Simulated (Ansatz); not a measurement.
Band structure of MgTe (F-43m, 2 atoms in the cell).

```yaml
crystal:
  lattice:
    - [0.00000, 3.21000, 3.21000]
    - [3.21000, 0.00000, 3.21000]
    - [3.21000, 3.21000, 0.00000]
  atoms:
    - { symbol: Mg, position: [0.00000, 0.00000, 0.00000] }
    - { symbol: Te, position: [0.25000, 0.25000, 0.25000] }
```

Computed with PBE (plane waves, PAW; Ansatz, a quantum-chemistry and plane-wave program).

Settings: kpoints.mp_grid.grid = 7 7 7; hamiltonian.xc = pbe; hamiltonian.pseudopotentials = {kind: paw} (the program's default PAW files); scf.occupations.method = fermi_dirac; scf.occupations.width = 0.05 eV; kpoints.band_path.npoints = 8.

The starting cell has typed, rounded lattice constants, without a prior relaxation at this level. Spin-orbit coupling is off.

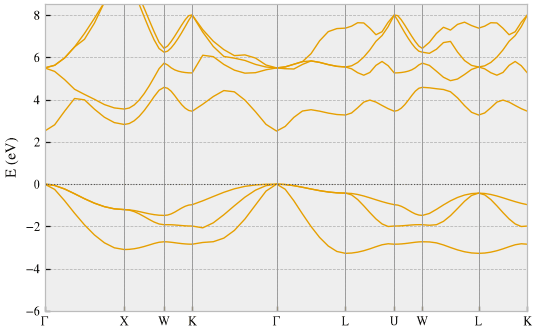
Figure: Bands along the path, energies from the top of the valence band on the path.

Task: Read off roughly the gap and where its edges lie.

Result: The gap along the path is about 2.5 eV (computed: 2.51 eV), direct at Γ to within 0.01 eV.

Levels in eV from the top of the valence band on the path, bands 10 to 16:
| point | 10 | 11 | 12 | 13 | 14 | 15 | 16 |
|---|---|---|---|---|---|---|---|
| Γ | -10.25 | 0.00 | 0.00 | 0.00 | 2.51 | 5.50 | 5.50 |
| X | -9.43 | -3.10 | -1.21 | -1.21 | 2.82 | 3.55 | 9.73 |
| W | -9.42 | -2.73 | -1.92 | -1.48 | 4.58 | 5.73 | 6.25 |
| K | -9.44 | -2.84 | -1.98 | -0.97 | 3.45 | 5.27 | 8.01 |
| L | -9.64 | -3.28 | -0.43 | -0.43 | 3.27 | 5.55 | 5.55 |
| U | -9.44 | -2.84 | -1.98 | -0.97 | 3.45 | 5.27 | 8.01 |

Keys are those of Ansatz 0.2.
